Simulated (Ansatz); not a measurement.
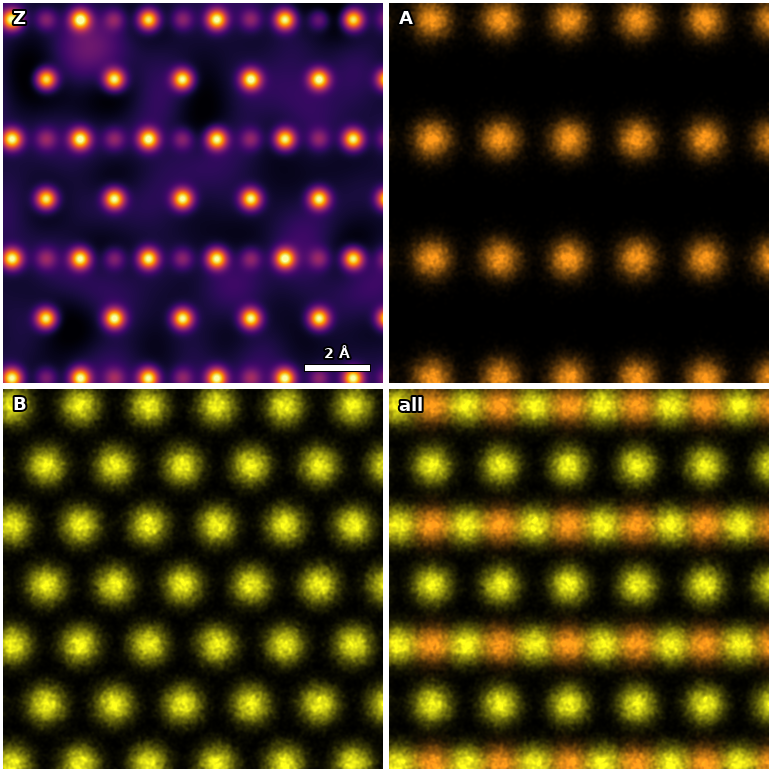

Si2N (P4/mmm, No. 123) along [101]. Panel Z: Simulated incoherent Z contrast: every atom adds Z^1.7 spread by a probe of 0.53 Å full width; channelling and multiple scattering are left out. The speckle of an amorphous layer was added. The other panels are simulated element maps (the number of atoms of one element along the beam, blurred by 0.9 Å, with counting noise; each on its own scale, no channelling); the last overlays them. Atomic positions: coordinates from a relaxation with DFT PBE, scalar-relativistic, plane waves, PAW (Ansatz); the starting structure was generated, so it need not be a known form of this composition.

Space group P4/mmm (No. 123). a = 3.775 Å, b = 3.775 Å, c = 2.624 Å, α = 90.00°, β = 90.00°, γ = 90.00°
```json
{"atom": "Si", "site": "2e", "symmetry": "mmm.", "x": "0.0000", "y": "0.5000", "z": "0.5000"}
{"atom": "N", "site": "1d", "symmetry": "4/mmm", "x": "0.5000", "y": "0.5000", "z": "0.5000"}
```

**Which element does each lettered map show?**

A: N, B: Si. The projected cell (2.15 × 3.77 Å, 90°) holds 3 columns: 2 of Si and 1 of N. No column is shared by two of the mapped elements.
